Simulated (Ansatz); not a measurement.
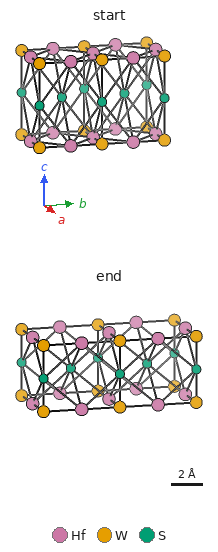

The structure of solid Hf$_{2}$WS$_{2}$ (a generated structure, set up in P4/mmm) (coarse preliminary run) before (top) and after (bottom) a relaxation, at one scale.

Style: ball-and-stick. Shown: the cell of the calculation, repeated 1 × 2 × 1 with one cell outlined, slightly off an axis.

Computed with Ansatz, DFT PBE, scalar-relativistic, plane waves, PAW. Set-up: plane-wave cutoff 420 eV; k-point mesh 4 × 4 × 4; occupations gaussian; smearing width 0.1 eV; no spin polarisation; cell and atoms relaxed; force threshold 0.04 eV/Å; at most 70 steps.

Question: Summarise the run.

Answer: No atom moves by more than 0.005 Å relative to the cell. The volume changes by +17.5 %, with a = b 4.230 → 5.170 Å (+22.2 %), c 5.604 → 4.410 Å (−21.3 %). Near-neighbour distances that change, for instance: Hf–Hf 2.991 → 3.656 Å, S–W 2.802 → 2.205 Å, Hf–W 2.115 → 2.585 Å, Hf–S 3.511 → 3.398 Å. The space group stays P4/mmm (No. 123). After 9 accepted moves (11 points after the start) the energy has fallen by 2219 meV per atom. All forces vanish by symmetry, so only the cell relaxes. The pressure goes from 46.66 to 0.02 GPa. At 2 points the geometry stayed and the basis and grid were re-selected for the new cell (energy shift of 24.2 meV per atom at most each time).

Limits of the set-up: the k-point mesh is coarse for a cell with partly filled bands.
